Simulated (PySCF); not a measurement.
```tsv
atom	x (Å)	y (Å)	z (Å)
C	2.8816	-0.5122	-1.5914
C	2.5600	0.0070	-0.4218
C	1.3934	-0.4837	0.3740
F	1.7586	-0.6460	1.6982
O	0.3630	0.4538	0.3489
Al	0.0576	2.1792	-0.3724
C	-0.8558	0.0387	0.9474
C	-1.6375	-0.9073	0.0437
C	-3.0850	-1.0426	0.4081
O	-1.1131	-1.4767	-0.8767
H	3.7164	-0.1422	-2.1598
H	2.3084	-1.3115	-2.0319
H	3.1139	0.8108	0.0406
H	1.0441	-1.4682	0.0315
H	-0.2592	2.8793	1.0147
H	-1.2321	1.7993	-1.2103
H	1.3967	2.4822	-1.1124
H	-1.4246	0.9615	1.1120
H	-0.6610	-0.4314	1.9189
H	-3.6083	-0.1665	0.0275
H	-3.2173	-1.0773	1.4858
H	-3.5100	-1.9269	-0.0589
```

Geometry: GFN2-xTB.

These are results of PBE0/pcSseg-1, SCF density, gas phase, non-relativistic in PySCF, not measurements.

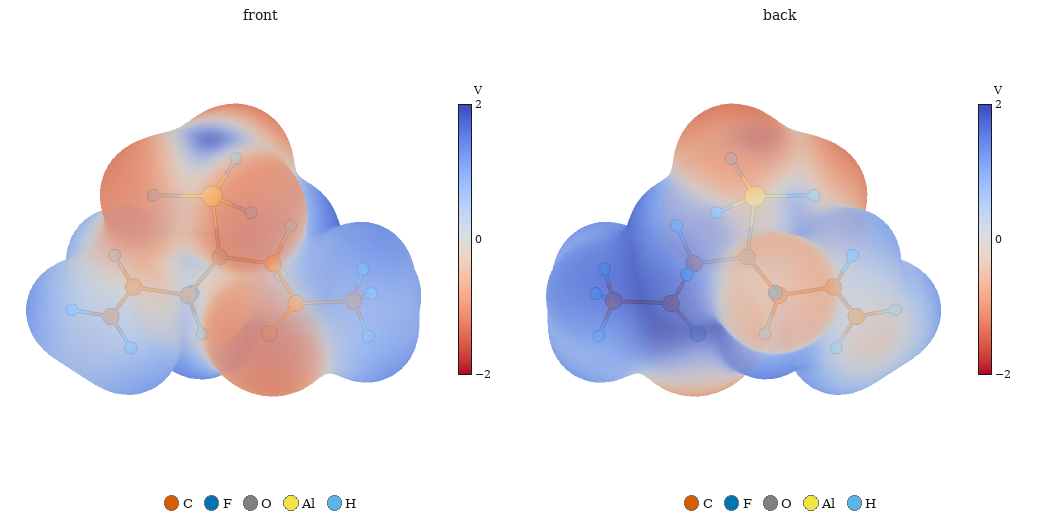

C₆H₁₂AlFO₂. The electrostatic potential painted on the density surface at 0.002 e/bohr³, seen from the front and from behind; the colour scale runs from red (negative) to blue (positive).

**Which sites attract a positive test charge, and which a negative one?**

A positive charge is drawn to the negative regions and a negative charge to the positive ones. The most negative region (about −1.2 V) lies over O10, H15 and H16, the most positive (about +1.9 V) over C7, C8, H19 and H21.

**What dipole moment does the calculation give?**

Its dipole moment is 3.77 D.
